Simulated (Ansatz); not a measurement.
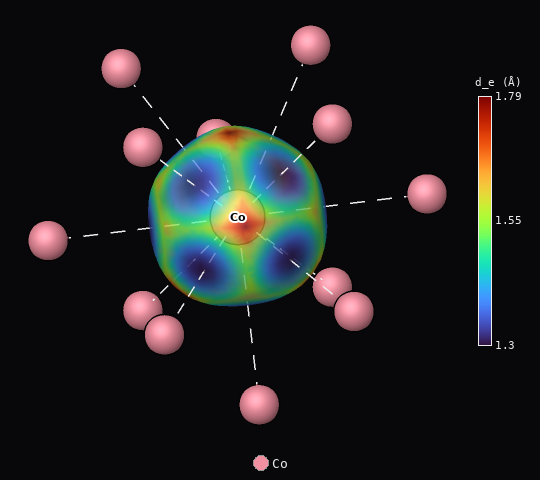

Hirshfeld surface computed for one Co atom in Co (P6_3/mmc, No. 194), coloured by d_e. Dashed lines lead to the closest neighbours outside.

The surface is where the fragment's share of the procrystal density (the sum of the densities of spherically averaged neutral Hartree-Fock atoms) equals one half. d_i and d_e are the distances from the surface to the nearest nucleus inside and outside.

Origin of the cell: coordinates from a relaxation with DFT, PBEsol, PAW with Ansatz's default frozen-core files, scalar-relativistic (Ansatz 0.2.0).

```cif
data_structure
_symmetry_space_group_name_H-M 'P6_3/mmc'
_symmetry_Int_Tables_number 194
_cell_length_a 2.4582
_cell_length_b 2.4582
_cell_length_c 3.9689
_cell_angle_alpha 90.000
_cell_angle_beta 90.000
_cell_angle_gamma 120.000
_cell_volume 20.77
loop_
_atom_site_label
_atom_site_type_symbol
_atom_site_symmetry_multiplicity
_atom_site_Wyckoff_symbol
_atom_site_fract_x
_atom_site_fract_y
_atom_site_fract_z
_atom_site_occupancy
Co1 Co 2 c 0.33333 0.66667 0.25000 1
```

### What is the shortest distance from the fragment to an atom outside it?

Co–Co, 2.44 Å.

### How is the surface shared among contacts (nearest atom inside ··· nearest atom outside)?

Co···Co 100 %. The surface faces 12 neighbours with more than 2 % of its area each: 12 Co.

### Give the size and shape of the surface.

It encloses about 6.7 Å³, has an area of about 17 Å² and a globularity of 1.00 (1 for a sphere).
